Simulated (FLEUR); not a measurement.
Band structure of Nb3Si (Fm-3m, 4 atoms in the cell).

```xyz
4
Lattice="0.0000 3.4368 3.4368 3.4368 0.0000 3.4368 3.4368 3.4368 0.0000" Properties=species:S:1:pos:R:3 pbc="T T T"
Si     0.0000     0.0000     0.0000
Nb     3.4368     3.4368     3.4368
Nb     1.7184     1.7184     1.7184
Nb     5.1553     5.1553     5.1553
```

Method of the run: FLEUR with PBE, all-electron FLAPW (FLEUR), scalar-relativistic valence.

Settings: Kmax = 3.9 1/bohr; GmaxXC = 15.6 1/bohr; xcFunctional = pbe; jspins = 1; l_soc = F; mode = hist; fermiSmearingEnergy = 0.00367493 Htr; mesh (inpgen div1-3) = 4 4 4; inpgen gamma flag = false; Gmax = 15.6 1/bohr; numbands = 34; maxIterBroyd = 25; imix = Anderson; alpha = 0.05.

The starting cell was generated: these elements placed on a structure prototype, without a prior relaxation; it need not be a known phase or ordering of this composition. Its lattice was rescaled by a random factor within 2.5 % of one. Spin polarisation is off. Values depend on the basis (sphere radii, cutoffs, local orbitals), which need not be converged.

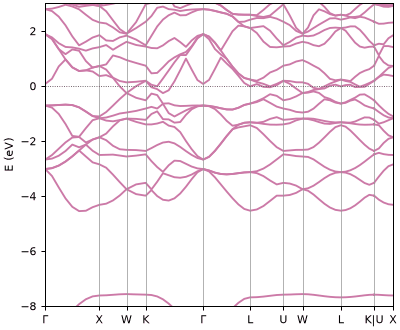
Bands along the path, energies from the Fermi level.

Levels in eV from the Fermi level, bands 18 to 25:
```json
[
 {"point": "Γ", "18": "-2.68", "19": "-0.71", "20": "-0.71", "21": "-0.71", "22": "0.07", "23": "1.88", "24": "1.88", "25": "1.88"},
 {"point": "X", "18": "-1.87", "19": "-1.17", "20": "-1.17", "21": "-1.11", "22": "0.36", "23": "0.72", "24": "0.72", "25": "1.41"},
 {"point": "W", "18": "-1.19", "19": "-1.19", "20": "-0.97", "21": "-0.26", "22": "-0.26", "23": "0.13", "24": "0.94", "25": "1.60"},
 {"point": "K", "18": "-1.40", "19": "-1.23", "20": "-0.82", "21": "-0.52", "22": "0.18", "23": "0.19", "24": "0.74", "25": "1.43"},
 {"point": "L", "18": "-1.32", "19": "-1.32", "20": "-0.64", "21": "-0.64", "22": "-0.02", "23": "0.23", "24": "0.23", "25": "2.10"},
 {"point": "U", "18": "-1.40", "19": "-1.23", "20": "-0.82", "21": "-0.52", "22": "0.18", "23": "0.19", "24": "0.74", "25": "1.43"}
]
```
